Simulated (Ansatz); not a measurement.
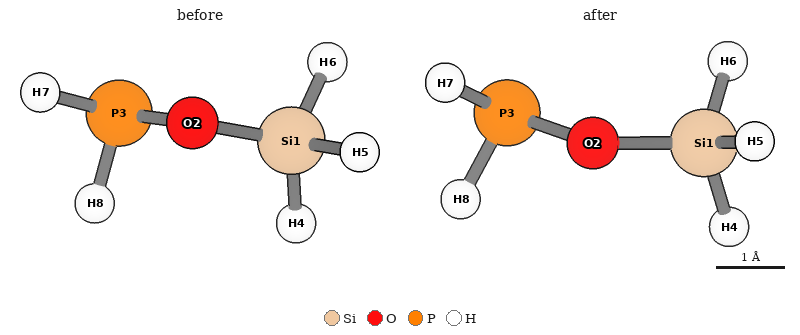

The structure of SiPH5O (coarse preliminary run) before (left) and after (right) a relaxation, at one scale.

Style: ball-and-stick. Shown at a tilt.

The start comes from a force field.

Level of theory: RKS PBE-D4/def2-SVP in Ansatz 0.2.0.

Input file:
```yaml
crystal:
  periodic: [false, false, false]
  atoms:
    - {symbol: Si, position_ang: [-0.612600, 0.827200, -0.452800]}
    - {symbol: O, position_ang: [0.798400, 0.168000, -0.101900]}
    - {symbol: P, position_ang: [0.642500, -0.992300, 1.003000]}
    - {symbol: H, position_ang: [-1.535000, -0.130400, -1.004900]}
    - {symbol: H, position_ang: [-0.456200, 1.900300, -1.526300]}
    - {symbol: H, position_ang: [-1.251600, 1.544400, 0.730700]}
    - {symbol: H, position_ang: [2.077100, -1.306400, 1.144500]}
    - {symbol: H, position_ang: [0.429600, -2.068000, 0.151800]}
basis:
  gaussian: {orbitals: def2-SVP}
hamiltonian: {xc: pbe, dispersion: d4}
relax: {f_tol: 0.03, max_steps: 200}
```

Run as
```bash
ansatz run in.yaml --threads 2 --pin off --events-out ev --progress --plain --max-ram 4352MiB
```

### Describe what moved and what it gained.

The largest move after the best rigid fit is that of H8, 0.51 Å. By element the largest moves are H 0.51 Å, O 0.36 Å, Si 0.19 Å, P 0.18 Å. Some distances before and after: Si1–P3 2.647 → 3.009 Å, Si1–O2 1.596 → 1.689 Å, O2–P3 1.610 → 1.689 Å, Si1–H4 1.440 → 1.507 Å. Bond angles that change, for instance: Si1–O2–P3 111.3° → 125.9°, H5–Si1–H6 105.0° → 110.3°, O2–Si1–H5 110.8° → 106.4°. Groups turn about O2–P3 by about 25°, Si1–O2 by about 20°. Over 6 geometry steps the energy falls by 53.0 kJ/mol. Largest force component: 3.6 eV/Å at the start, 0.029 eV/Å at the end. The run took 6.5 s on 2 threads of AMD EPYC 7B13 (shared host).
